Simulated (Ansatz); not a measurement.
## Electronic structure of H₄S₃Sn in real space

The calculation's input:

```
crystal:
  periodic: [false, false, false]
  atoms:
    - {symbol: S, position_ang: [-0.487537, 2.358372, -1.013812]}
    - {symbol: S, position_ang: [0.064109, -0.255363, 1.694364]}
    - {symbol: S, position_ang: [0.591043, -1.242513, -2.142334]}
    - {symbol: Sn, position_ang: [0.897812, 0.461069, -0.453867]}
    - {symbol: H, position_ang: [-0.642008, 1.915794, -2.281990]}
    - {symbol: H, position_ang: [2.571374, 0.814074, -0.403182]}
    - {symbol: H, position_ang: [1.148958, -1.022891, 1.946267]}
    - {symbol: H, position_ang: [-0.647031, -1.550119, -1.695164]}
basis:
  gaussian:
    orbitals: def2-TZVPD
hamiltonian:
  xc: {name: PBE0}
output: {forces: true, orbitals: {seedname: orbitals}}
```

Launched as:

```sh
ansatz run input.yaml --threads 2 --pin off --max-ram 5220MiB --events-out events.jsonl --progress --plain --runs-dir runs
```

Geometry: PBE0-D4/def2-SVP; core potentials replace the inner electrons of Sn.

Computed with isolated molecule in a Gaussian basis; Kohn-Sham density functional theory, functional PBE0 (Ansatz).

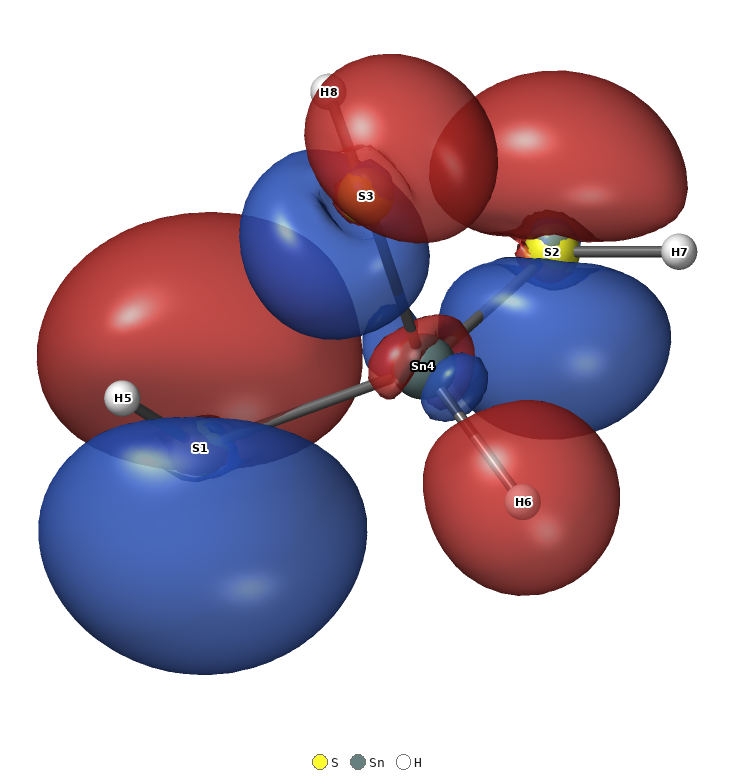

Figure 1. The HOMO−1 at ±0.06 Å⁻³ᐟ² (blue and red are the two phases), seen at a tilt.

What is the character of this orbital?

Its weight (Hirshfeld) is mainly on S1 (about 65 %), S2 (about 15 %), Sn4 (about 10 %) and S3 (about 5 %). Its energy is −7.63 eV.

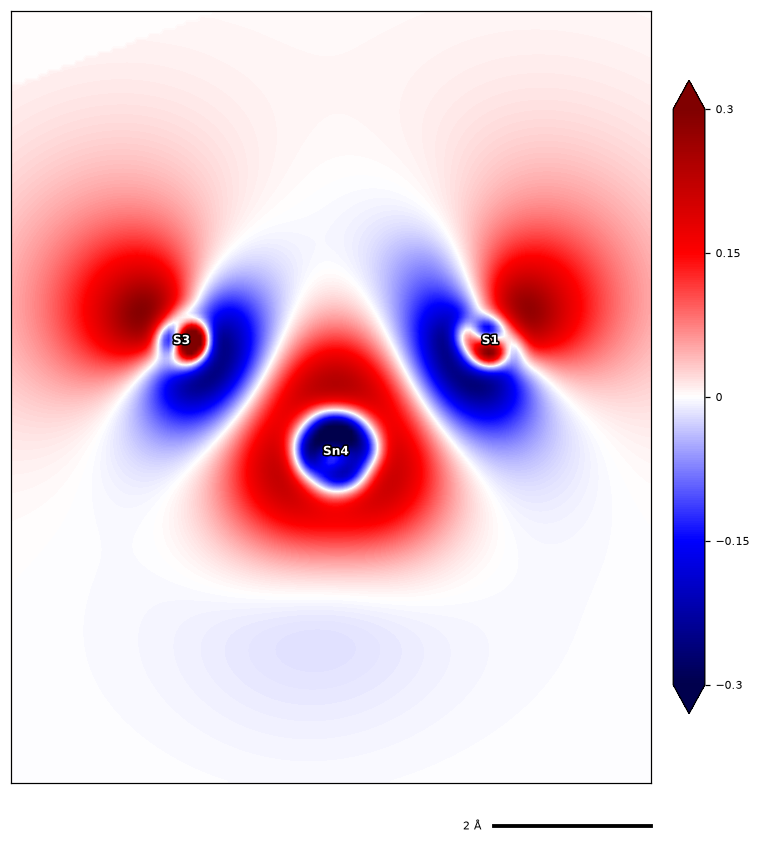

Figure 2. The LUMO on the plane of atoms S1, Sn4 and S3 (values in Å⁻³ᐟ²; the overall sign is arbitrary).

What is the character of this orbital?

By Hirshfeld shares it lies mainly on Sn4 (about 30 %), S3 (about 20 %), S2 (about 20 %), S1 (about 20 %) and H6 (about 10 %). Its energy is −1.74 eV.
